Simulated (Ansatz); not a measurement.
# Be3Si2, from a guessed structure to a relaxed one

Starting from a made-up structure for Be3Si2, the aim is the relaxed cell, its shortest contacts and, where a second run follows, its electronic structure.

Program: Ansatz 0.2.0. Level of theory: DFT, PBEsol, plane-wave PAW, files of the set soft_1, scalar-relativistic, no spin, cell and ions relaxed at zero pressure; PAW set soft_1, in the first sound run; inputs show where later runs differ. Results are calculated unless marked as measured.

## Step 1: Starting point

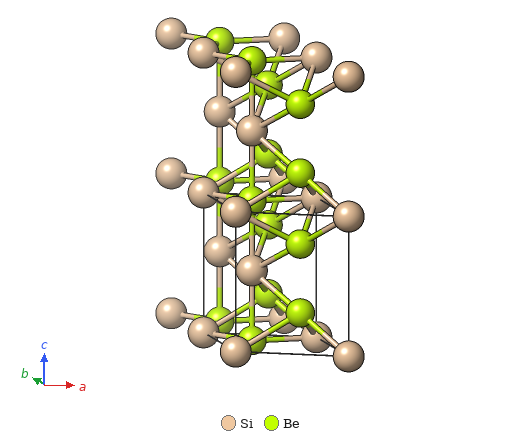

The cell as given, slightly off an axis (silicon light orange, beryllium green). 1×2×2 cells are drawn. Some periodic images of atoms are drawn too.

## Step 2: Relaxation of the guess

The guessed cell has no reason to be at equilibrium. It is relaxed with the atoms, within the space group of the guess.

input.yaml reads:

```yaml
crystal:
  lattice:
    - [3.703, 0.0, 0.0]
    - [-1.8515, 3.20689207, 0.0]
    - [0.0, 0.0, 4.52]
  atoms:
    - { symbol: Si, position: [0.0, 0.0, 0.0] }
    - { symbol: Si, position: [0.333333333, 0.666666667, 0.5] }
    - { symbol: Be, position: [0.333333333, 0.666666667, 0.0] }
    - { symbol: Be, position: [0.666666667, 0.333333333, 0.2536] }
    - { symbol: Be, position: [0.666666667, 0.333333333, 0.7464] }
kpoints:
  mp_grid: { grid: [8, 8, 6] }
scf:
  occupations: { method: fermi_dirac, width: 0.05 }
hamiltonian:
  xc: pbesol
  pseudopotentials: { kind: paw, azcp: { folder: soft_1 }, xc_functional: pbe }
relax:
  f_tol: 0.015
  max_steps: 70
  cell: {}
output:
  forces: true
  stress: true
```

Command:

```bash
ansatz run input.yaml --threads 4 --pin off --max-ram 8192MiB --backend cpu --events-out ev --progress --plain --runs-dir out
```

Numbers of over 12 decimals in the logs are rounded to 6 here.

The program printed:

```text
Engine: ansatz 0.2.0, aarch64-unknown-linux-gnu
Pseudopotentials: kind: paw
Pseudopotential: Si, paw, valence charge 4, recommended cutoff 420 eV (normal), soft_1/Si.paw.azcp
Pseudopotential: Be, paw, valence charge 2, recommended cutoff 420 eV (normal), soft_1/Be.paw.azcp
Functional definition: PBEsol
  exchange = pbesol_x
  correlation = pbesol_c
Crystal: 5 atoms, lattice volume = 53.676 Å³
Basis set: ecut = 420 eV, 1059 PW (Γ), exchange–correlation on 50×50×64 points (8 copies of the dense FFT grid, shifted against one another)
Bands: 12, of which v1, the nominal top of the filled ones, is band 7 counted from 1 (6 counted from 0)
Symmetry: 12 space group operations
Space group: P-6m2 (ITA 187), of the structure as read, at distance tolerance 3.8e-5 Å
k-points: 40 of 384 (time reversal used)
Non-local potential: Si, projectors of the file, l = 0: 2, l = 1: 2, l = 2: 1
Non-local potential: Be, projectors of the file, l = 0: 2, l = 1: 2, l = 2: 1
PAW form: soft (Blöchl's): semilocal exchange-correlation on the pseudo side does not see the compensation charge
PAW frozen core: Si, regenerated for the run's functional, and the local potential with it (the file was generated under x = pbe(κ = 0.804, μ = 0.219515), c = pbe(β = 0.066725))
PAW frozen core: Be, regenerated for the run's functional, and the local potential with it (the file was generated under x = pbe(κ = 0.804, μ = 0.219515), c = pbe(β = 0.066725))
PAW one-centre angular grid: Si, 110 points (default); XC on 64 Gauss nodes
PAW one-centre angular grid: Be, 110 points (default); XC on 64 Gauss nodes
Initial density: superposition of atomic densities (chi_scale 0.1, normalization cell, long waves kept (reshape's long-wave potential 0.00 eV rms))
Initial wavefunctions: pseudopotential atomic-orbital guess
Functional: x = pbesol(κ = 0.804, μ = 0.123457), c = pbesol(β = 0.046)
SCF iter   1: F=—  HF=-1512.645791 eV  |F-HF|=—  |Δ(HF+E_count)|=         —  Δρ=3.54e-2  dr2=1.45e0  ethr=3.10e-3  ⟨swp⟩=6.3  Hψ=3657  notcnv=0
preconditioner: auto → none  [metal: Δε(μ)=0.066 eV  Ē_g=8.693 eV  σ=0.050 eV  W_gap=0.31  n_scr=8 (ndim 8)  ℏωp=19.0 eV  f_vac=0.000  D(μ)=1.46/eV (n_scr^D=8)  sad-step TF]
SCF iter   2: F=—  HF=-1512.290546 eV  |F-HF|=—  |Δ(HF+E_count)|=   3.55e-1  Δρ=2.05e-2  dr2=4.74e-1  ethr=3.10e-3  ⟨swp⟩=2.4  Hψ=1046  notcnv=0  defer=9
SCF iter   3: F=—  HF=-1512.122126 eV  |F-HF|=—  |Δ(HF+E_count)|=   1.68e-1  Δρ=2.11e-3  dr2=8.01e-3  ethr=3.10e-3  ⟨swp⟩=2.6  Hψ=920  notcnv=0  defer=9
SCF iter   4: F=—  HF=-1512.121633 eV  |F-HF|=—  |Δ(HF+E_count)|=   4.93e-4  Δρ=1.69e-3  dr2=5.37e-3  ethr=5.72e-5  ⟨swp⟩=2.2  Hψ=989  notcnv=0  defer=9
SCF iter   5: F=—  HF=-1512.120352 eV  |F-HF|=—  |Δ(HF+E_count)|=   1.28e-3  Δρ=5.01e-4  dr2=4.30e-4  ethr=3.84e-5  ⟨swp⟩=1.9  Hψ=669  notcnv=0  defer=9
SCF iter   6: F=—  HF=-1512.120247 eV  |F-HF|=—  |Δ(HF+E_count)|=   1.05e-4  Δρ=7.93e-5  dr2=1.04e-5  ethr=3.07e-6  ⟨swp⟩=2.3  Hψ=662  notcnv=0  defer=9
SCF iter   7: F=—  HF=-1512.120254 eV  |F-HF|=—  |Δ(HF+E_count)|=   6.83e-6  Δρ=8.12e-6  dr2=3.55e-8  ethr=7.14e-10  ⟨swp⟩=3.8  Hψ=2028  notcnv=0
SCF iter   8: F=-1512.120254 eV  HF=-1512.120254 eV  |F-HF|=4.26e-10  |Δ(HF+E_count)|=  4.35e-10  Δρ=1.73e-6  dr2=8.38e-10  ethr=2.54e-10  ⟨swp⟩=2.1  Hψ=1557  notcnv=0
SCF 1 converged in 8 iterations: F = -1512.120254 eV  dr2 = 8.38e-10
  greatest PAW one-centre occupation: 0.661 electrons in one spin orbital (limit 2), on the Si atom at site 1 (counted from 0), in its partial waves of l = 0
relax step   1: F+E_penalty+E_count = -1512.12025416 eV  Δ(F+E_penalty+E_count) = +0.000e0 eV  max|allowed force component| = 2.708e-1 eV/Å  Δτ_max = 0.0000 Å  P = +7.996 GPa  Ω = 53.676 Å³  (8 SCF iters, dr2 threshold 1.00e-7 eV, accepted)
Crystal: 5 atoms, lattice volume = 55.855 Å³
Basis set: ecut = 420 eV, 1107 PW (Γ), exchange–correlation on 50×50×64 points (8 copies of the dense FFT grid, shifted against one another)
Initial density: handed on by an earlier stage of this run
Initial wavefunctions: those handed on with the density
iter 1 solved again at ethr=1.14e-4 eV; its pass at ethr=3.10e-3 eV (dr2=1.60e-2 eV) is discarded
SCF iter   1: F=—  HF=-1512.223219 eV  |F-HF|=—  |Δ(HF+E_count)|=         —  Δρ=3.16e-3  dr2=1.61e-2  ethr=1.14e-4  ⟨swp⟩=1.0  Hψ=3730  notcnv=0
preconditioner: auto → none  [metal: Δε(μ)=0.026 eV  Ē_g=8.474 eV  σ=0.050 eV  W_gap=0.13  n_scr=8 (ndim 8)  ℏωp=18.6 eV  f_vac=0.000  D(μ)=1.34/eV (n_scr^D=8)]
SCF iter   2: F=—  HF=-1512.219088 eV  |F-HF|=—  |Δ(HF+E_count)|=   4.13e-3  Δρ=1.43e-3  dr2=3.75e-3  ethr=1.14e-4  ⟨swp⟩=2.0  Hψ=896  notcnv=0
SCF iter   3: F=—  HF=-1512.218119 eV  |F-HF|=—  |Δ(HF+E_count)|=   9.69e-4  Δρ=4.90e-4  dr2=1.69e-4  ethr=2.68e-5  ⟨swp⟩=2.3  Hψ=687  notcnv=0
SCF iter   4: F=—  HF=-1512.218078 eV  |F-HF|=—  |Δ(HF+E_count)|=   4.02e-5  Δρ=1.80e-4  dr2=1.23e-5  ethr=1.21e-6  ⟨swp⟩=2.1  Hψ=723  notcnv=0
SCF iter   5: F=-1512.218074 eV  HF=-1512.218074 eV  |F-HF|=1.05e-8  |Δ(HF+E_count)|=   4.21e-6  Δρ=1.74e-5  dr2=8.58e-8  ethr=3.57e-9  ⟨swp⟩=3.1  Hψ=1893  notcnv=0
SCF 2 converged in 5 iterations: F = -1512.218074 eV  dr2 = 8.58e-8
  greatest PAW one-centre occupation: 0.659 electrons in one spin orbital (limit 2), on the Si atom at site 1 (counted from 0), in its partial waves of l = 0
relax step   2: F+E_penalty+E_count = -1512.21807425 eV  Δ(F+E_penalty+E_count) = -9.782e-2 eV  max|allowed force component| = 7.569e-2 eV/Å  Δτ_max = 0.0127 Å  P = +3.013 GPa  Ω = 55.855 Å³  energy of the carried Pulay correction = -1.592e-4 eV  (5 SCF iters, dr2 threshold 5.00e-7 eV, accepted)
Crystal: 5 atoms, lattice volume = 57.262 Å³
Basis set: ecut = 420 eV, 1131 PW (Γ), exchange–correlation on 50×50×64 points (8 copies of the dense FFT grid, shifted against one another)
iter 1 solved again at ethr=3.17e-5 eV; its pass at ethr=3.10e-3 eV (dr2=4.44e-3 eV) is discarded
SCF iter   1: F=—  HF=-1512.241069 eV  |F-HF|=—  |Δ(HF+E_count)|=         —  Δρ=2.02e-3  dr2=4.46e-3  ethr=3.17e-5  ⟨swp⟩=1.0  Hψ=3645  notcnv=0
preconditioner: auto → none  [metal: Δε(μ)=0.106 eV  Ē_g=8.345 eV  σ=0.050 eV  W_gap=0.45  n_scr=8 (ndim 8)  ℏωp=18.4 eV  f_vac=0.000  D(μ)=1.02/eV (n_scr^D=2)]
SCF iter   2: F=—  HF=-1512.239800 eV  |F-HF|=—  |Δ(HF+E_count)|=   1.27e-3  Δρ=8.16e-4  dr2=7.35e-4  ethr=3.17e-5  ⟨swp⟩=2.1  Hψ=696  notcnv=0
SCF iter   3: F=—  HF=-1512.239625 eV  |F-HF|=—  |Δ(HF+E_count)|=   1.75e-4  Δρ=3.75e-4  dr2=1.11e-4  ethr=5.25e-6  ⟨swp⟩=2.2  Hψ=677  notcnv=0
SCF iter   4: F=—  HF=-1512.239604 eV  |F-HF|=—  |Δ(HF+E_count)|=   2.10e-5  Δρ=1.64e-4  dr2=1.69e-5  ethr=7.92e-7  ⟨swp⟩=1.9  Hψ=651  notcnv=0
SCF iter   5: F=—  HF=-1512.239599 eV  |F-HF|=—  |Δ(HF+E_count)|=   4.86e-6  Δρ=3.82e-5  dr2=8.06e-7  ethr=1.21e-7  ⟨swp⟩=2.0  Hψ=764  notcnv=0
SCF iter   6: F=-1512.239599 eV  HF=-1512.239599 eV  |F-HF|=2.98e-9  |Δ(HF+E_count)|=   1.91e-7  Δρ=4.86e-6  dr2=1.14e-8  ethr=3.57e-9  ⟨swp⟩=4.0  Hψ=1497  notcnv=0
SCF 3 converged in 6 iterations: F = -1512.239599 eV  dr2 = 1.14e-8
  greatest PAW one-centre occupation: 0.658 electrons in one spin orbital (limit 2), on the Si atom at site 1 (counted from 0), in its partial waves of l = 0
relax step   3: F+E_penalty+E_count = -1512.23959860 eV  Δ(F+E_penalty+E_count) = -2.152e-2 eV  max|allowed force component| = 3.519e-2 eV/Å  Δτ_max = 0.0042 Å  P = +0.238 GPa  Ω = 57.262 Å³  energy of the carried Pulay correction = -2.587e-4 eV  (6 SCF iters, dr2 threshold 5.00e-7 eV, accepted)
Crystal: 5 atoms, lattice volume = 57.384 Å³
iter 1 solved again at ethr=5.83e-6 eV; its pass at ethr=3.10e-3 eV (dr2=8.17e-4 eV) is discarded
SCF iter   1: F=—  HF=-1512.240263 eV  |F-HF|=—  |Δ(HF+E_count)|=         —  Δρ=8.61e-4  dr2=8.60e-4  ethr=5.83e-6  ⟨swp⟩=2.2  Hψ=3390  notcnv=0
preconditioner: auto → none  [metal: Δε(μ)=0.071 eV  Ē_g=8.339 eV  σ=0.050 eV  W_gap=0.34  n_scr=8 (ndim 8)  ℏωp=18.3 eV  f_vac=0.000  D(μ)=0.92/eV (n_scr^D=2)]
SCF iter   2: F=—  HF=-1512.240031 eV  |F-HF|=—  |Δ(HF+E_count)|=   2.32e-4  Δρ=3.30e-4  dr2=1.57e-4  ethr=5.83e-6  ⟨swp⟩=2.1  Hψ=664  notcnv=0
SCF iter   3: F=—  HF=-1512.239994 eV  |F-HF|=—  |Δ(HF+E_count)|=   3.65e-5  Δρ=1.39e-4  dr2=1.81e-5  ethr=1.12e-6  ⟨swp⟩=2.1  Hψ=690  notcnv=0
SCF iter   4: F=—  HF=-1512.239990 eV  |F-HF|=—  |Δ(HF+E_count)|=   4.07e-6  Δρ=5.63e-5  dr2=2.51e-6  ethr=1.29e-7  ⟨swp⟩=1.3  Hψ=533  notcnv=0
SCF iter   5: F=-1512.239990 eV  HF=-1512.239990 eV  |F-HF|=4.38e-8  |Δ(HF+E_count)|=   5.56e-7  Δρ=1.20e-5  dr2=9.51e-8  ethr=2.42e-9  ⟨swp⟩=3.0  Hψ=1742  notcnv=0
SCF 4 converged in 5 iterations: F = -1512.239990 eV  dr2 = 9.51e-8
relax step   4: F+E_penalty+E_count = -1512.23998957 eV  Δ(F+E_penalty+E_count) = -3.910e-4 eV  max|allowed force component| = 1.684e-2 eV/Å  Δτ_max = 0.0072 Å  P = -0.020 GPa  Ω = 57.384 Å³  energy of the carried Pulay correction = -2.672e-4 eV  (5 SCF iters, dr2 threshold 3.39e-7 eV, accepted)
Crystal: 5 atoms, lattice volume = 57.375 Å³
iter 1 solved again at ethr=3.53e-7 eV; its pass at ethr=3.10e-3 eV (dr2=4.95e-5 eV) is discarded
SCF iter   1: F=—  HF=-1512.240035 eV  |F-HF|=—  |Δ(HF+E_count)|=         —  Δρ=1.89e-4  dr2=5.20e-5  ethr=3.53e-7  ⟨swp⟩=2.1  Hψ=3346  notcnv=0
preconditioner: auto → none  [metal: Δε(μ)=0.058 eV  Ē_g=8.339 eV  σ=0.050 eV  W_gap=0.27  n_scr=8 (ndim 8)  ℏωp=18.3 eV  f_vac=0.000  D(μ)=0.94/eV (n_scr^D=2)]
SCF iter   2: F=—  HF=-1512.240027 eV  |F-HF|=—  |Δ(HF+E_count)|=   8.30e-6  Δρ=7.60e-5  dr2=1.05e-5  ethr=3.53e-7  ⟨swp⟩=2.1  Hψ=689  notcnv=0
SCF iter   3: F=—  HF=-1512.240024 eV  |F-HF|=—  |Δ(HF+E_count)|=   2.83e-6  Δρ=2.63e-5  dr2=6.53e-7  ethr=7.49e-8  ⟨swp⟩=2.2  Hψ=685  notcnv=0
SCF iter   4: F=—  HF=-1512.240024 eV  |F-HF|=—  |Δ(HF+E_count)|=   1.71e-7  Δρ=7.31e-6  dr2=2.95e-8  ethr=4.66e-9  ⟨swp⟩=2.1  Hψ=670  notcnv=0
SCF iter   5: F=-1512.240024 eV  HF=-1512.240024 eV  |F-HF|=2.31e-10  |Δ(HF+E_count)|=   3.07e-9  Δρ=1.68e-6  dr2=8.95e-10  ethr=1.27e-10  ⟨swp⟩=4.0  Hψ=1472  notcnv=0
SCF 5 converged in 5 iterations: F = -1512.240024 eV  dr2 = 8.95e-10
relax step   5: F+E_penalty+E_count = -1512.24002385 eV  Δ(F+E_penalty+E_count) = -3.428e-5 eV  max|allowed force component| = 3.054e-4 eV/Å  Δτ_max = 0.0019 Å  P = +0.004 GPa  Ω = 57.375 Å³  energy of the carried Pulay correction = -2.666e-4 eV  (5 SCF iters, dr2 threshold 1.77e-8 eV, accepted)
Basis set: ecut = 420 eV, 1131 PW (Γ), exchange–correlation on 54×54×64 points (8 copies of the dense FFT grid, shifted against one another)
Initial wavefunctions: pseudopotential atomic-orbital guess (no wavefunctions were taken with the density)
iter 1 solved again at ethr=3.53e-7 eV; its pass at ethr=3.10e-3 eV (dr2=4.94e-5 eV) is discarded
SCF iter   1: F=—  HF=-1512.240432 eV  |F-HF|=—  |Δ(HF+E_count)|=         —  Δρ=3.21e-5  dr2=6.13e-8  ethr=3.53e-7  ⟨swp⟩=3.4  Hψ=4947  notcnv=0
eigensolver tolerance schedule: the retry pair's looser diagonalisation over-reported the residual by 803.81 of it (diagonalisation noise at 0.10 of the residual, at the tolerance the schedule requests for it); recorded, not acted on — ethr = c·dr2/N_el stays at c = 1.0e-1
preconditioner: auto → none  [metal: Δε(μ)=0.060 eV  Ē_g=8.339 eV  σ=0.050 eV  W_gap=0.29  n_scr=8 (ndim 8)  ℏωp=18.3 eV  f_vac=0.000  D(μ)=0.93/eV (n_scr^D=2)]
SCF iter   2: F=—  HF=-1512.240407 eV  |F-HF|=—  |Δ(HF+E_count)|=   2.46e-5  Δρ=1.62e-5  dr2=1.56e-8  ethr=4.38e-10  ⟨swp⟩=2.0  Hψ=761  notcnv=0
SCF iter   3: F=—  HF=-1512.240407 eV  |F-HF|=—  |Δ(HF+E_count)|=   5.07e-8  Δρ=1.34e-6  dr2=2.55e-9  ethr=1.11e-10  ⟨swp⟩=2.3  Hψ=766  notcnv=0
SCF iter   4: F=—  HF=-1512.240407 eV  |F-HF|=—  |Δ(HF+E_count)|=  6.12e-10  Δρ=4.21e-7  dr2=1.75e-10  ethr=1.82e-11  ⟨swp⟩=2.0  Hψ=667  notcnv=0
SCF iter   5: F=-1512.240407 eV  HF=-1512.240407 eV  |F-HF|=3.18e-12  |Δ(HF+E_count)|=  3.48e-11  Δρ=1.69e-7  dr2=1.23e-11  ethr=1.00e-12  ⟨swp⟩=4.3  Hψ=1506  notcnv=0
SCF 6 converged in 5 iterations: F = -1512.240407 eV  dr2 = 1.23e-11
relax step   6: F+E_penalty+E_count = -1512.24040702 eV  Δ(F+E_penalty+E_count) = -3.832e-4 eV  max|allowed force component| = 2.425e-4 eV/Å  Δτ_max = 0.0000 Å  P = +0.013 GPa  Ω = 57.375 Å³  stress off target by 1.45e-2 GPa  SCF on the basis re-selected at this cell (its energy is not comparable with the rows above)  (5 SCF iters)
basis re-selected at this cell: Δ(F+E_penalty+E_count) = -3.832e-4 eV, ΔP = +0.009 GPa vs the last step (what re-selecting the basis moved, of the pressure what is left beyond the Pulay correction that the steps carried, after the strain that the cell walked since its last selection, with what the two solves' SCF thresholds leave and, on support functions, any second-order correction that the steps lacked; it is no measure of the basis error at this ecutwfc). The dense FFT grid was sized anew with the basis: this SCF ran on 27×27×32 points, the steps before it on 25×25×32, so part of this shift can come from that change (see relax.cell in the input reference). [rest of the remark cut]
SCF converged after 5 iterations
Free energy (F): -1512.240407 eV
Harris-Foulkes:  -1512.240407 eV  (|F-HF|=3.18e-12)
Internal energy: -1512.231956 eV  (E = F + TS)
E sigma→0 (E₀):  -1512.236182 eV
Entropy (-TS):   -0.008451 eV (-1.690 meV/atom)
Fermi energy:    8.535923 eV
--- Per-component energies (eV) ---
  E_band       = 44.717242
  E_kinetic    = 143.599305
  E_local      = -3.756914  (includes V_loc(G=0)·N_el)
  E_nonlocal   = 56.966607
  E_hartree    = 6.650408
  E_xc         = -173.191941
  E_vxc        = -158.574292  (∫ρ·V_xc dr)
  E_paw        = -1164.570343  (= ΣΔE_a)
  E_vpaw       = -6.818359  (= ΣTr[D̂ρ^β])
  E_aug_tail   = 0.000078  (compensation charges beyond the density's cutoff)
  E_ewald      = -378.020871
  E_core_change = 0.091715  (= ΣΔE_core)
  E_smearing   = -0.008451  (= −TS)
  E_closure    = 0.000000  (closes the sum)
  Σ components = -1512.240407   (vs F -1512.240407, Δ=0.00e0)
--- Forces (eV/Å), atoms counted from 1 ---
  atom   1  Si     0.00000000     0.00000000     0.00000000
  atom   2  Si     0.00000000     0.00000000    -0.00000000
  atom   3  Be    -0.00000000     0.00000000     0.00000000
  atom   4  Be     0.00000000     0.00000000     0.00024253
  atom   5  Be    -0.00000000     0.00000000    -0.00024253
  max |Σ_I F_I| component: 4.28e-16 eV/Å
--- Stress (GPa, compression-positive) ---
        0.014495      -0.000000      -0.000000
       -0.000000       0.014495      -0.000000
       -0.000000      -0.000000       0.009874
  P = ⅓ Tr σ = 0.0130 GPa (0.130 kbar)
--- Relaxed structure (5 steps of the walk, 5 accepted, 1 SCFs on fresh bases) ---
  F+E_penalty+E_count = -1512.24040702 eV   max|allowed force component| = 2.425e-4 eV/Å   (the final SCF, on the basis selected at the relaxed cell)
  cell:  # Å, volume = 57.3749 Å³
    - [3.832216, 0.0, 0.0]
    - [-1.916108, 3.318796, 0.0]
    - [0.0, 0.0, 4.511195]
  atoms:
    - { symbol: Si, position: [0, 0, 0.0] }
    - { symbol: Si, position: [0.333333, 0.666667, 0.5] }
    - { symbol: Be, position: [0.333333, 0.666667, 0.0] }
    - { symbol: Be, position: [0.666667, 0.333333, 0.256162] }
    - { symbol: Be, position: [0.666667, 0.333333, 0.743838] }
```

The job ended after 4.4 s (4 threads of Arm Neoverse V1, shared host; peak memory 0.32 GiB).

Relaxation path:

```csv
step,energy less that of the first step (eV),largest force component (eV/Å),pressure (GPa),volume (Å³)
1,0.0000,0.2708,8.00,53.68
2,-0.0978,0.0757,3.01,55.85
3,-0.1193,0.0352,0.24,57.26
4,-0.1197,0.0168,-0.02,57.38
5,-0.1198,0.0003,0.00,57.37
6*,-0.1202,0.0002,0.01,57.37
```

Relaxation steps marked * repeat the geometry before them on a plane-wave basis chosen anew for their cell, so energy and pressure can jump there.

Forces are held to the 12 operations that the run works with; a distortion that breaks them can't arise in this run.

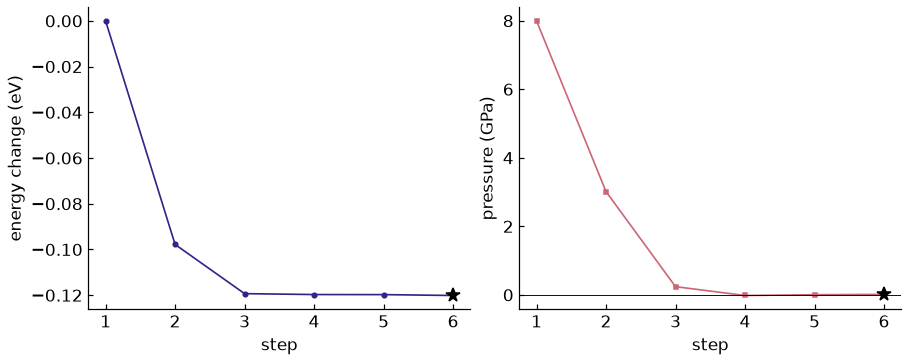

Energy and pressure along the relaxation. Stars mark steps on a basis chosen anew.

```csv
"conventional cell, symmetrised",before,after,change
a (Å),3.703,3.832,+3.5 %
b (Å),3.703,3.832,+3.5 %
c (Å),4.520,4.511,-0.2 %
volume (Å³/atom),10.74,11.47,+6.9 %
```

The atoms that moved most (Å, as changes of fractional coordinates times the final cell):

```csv
atom,dx,dy,dz,length
Be5,0.000,0.000,-0.012,0.012
Be4,0.000,0.000,0.012,0.012
```

Final coordinates:

```xyz
5
Lattice="3.8322 0.0000 0.0000 -1.9161 3.3188 0.0000 0.0000 0.0000 4.5112" Properties=species:S:1:pos:R:3 pbc="T T T"
Si    0.0000    0.0000    0.0000
Si    0.0000    2.2125    2.2556
Be    0.0000    2.2125    0.0000
Be    1.9161    1.1063    1.1556
Be    1.9161    1.1063    3.3556
```

Numbers from this step:

```
free energy             : -1512.2404 eV
energy at zero smearing : -1512.2362 eV
smearing term TS        : 0.008451 eV
Fermi energy            : 8.536 eV
electrons               : 14
symmetry operations     : 12
pressure                : 0.01295 GPa
```

The shortest distance of each pair, which need not be the same contact before and after:

```csv
pair,guess (Å),relaxed (Å)
Be–Be,2.227,2.200
Be–Si,2.138,2.213
Si–Si,3.111,3.160
```

The relaxation ends with a largest force component of 2.4e-4 eV/Å and a pressure of 0.01 GPa.

(Part 1 of 2 ends here.)

[Logs are printed without paths, hosts, clocks, repeated set-up lines and the standing remarks that a program may print on its own settings, such as how far it seeks lower states.]

[Hosts, paths, dates, database ids (printed as entryN), source tags and the programs' standing remarks are cut or masked in the printed files.]
